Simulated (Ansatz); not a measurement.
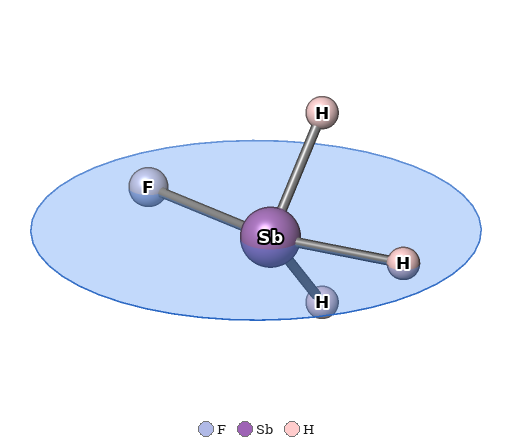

All proper rotation axes (lines) and mirror planes (discs) of the structure are drawn in. Atoms fade into the background with distance from the viewer. The species has charge −1 and is a spin singlet. Computed geometry: PBE0-D4/def2-TZVPD optimisation.

Q: Name the symmetry elements and the point group.

A: It has 1 mirror plane. Point group Cs. The group has 2 operations. The geometry is achiral, and symmetry allows a dipole moment.
